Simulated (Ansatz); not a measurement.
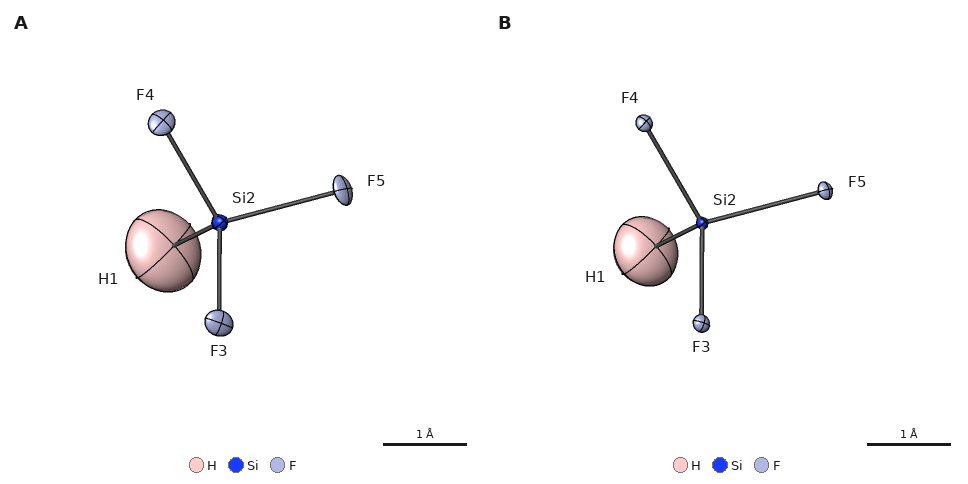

Displacement ellipsoids at the 50 % level, scaled by 2, from the internal vibrations of the free molecule (harmonic, no overall translation or rotation; no half-axis is drawn under 0.075 Å). Vibrations computed with RKS PBE0-D4/def2-TZVP (Ansatz 0.2.0). One panel is for 0 K (zero-point motion alone), the other for 600 K.

> Which panel is for 600 K?

A.

> How much does the mean-square displacement of F4 grow, and why?

U_eq goes from 0.00091 to 0.0022 Å², a factor of 2.4. Modes below kT (417 cm⁻¹ at 600 K) grow about in proportion to T, and the lowest lies at 299 cm⁻¹; the mean-square amplitude of a mode is its zero-point value times coth(ħω/2kT), which comes close to 1 only above about 3kT.
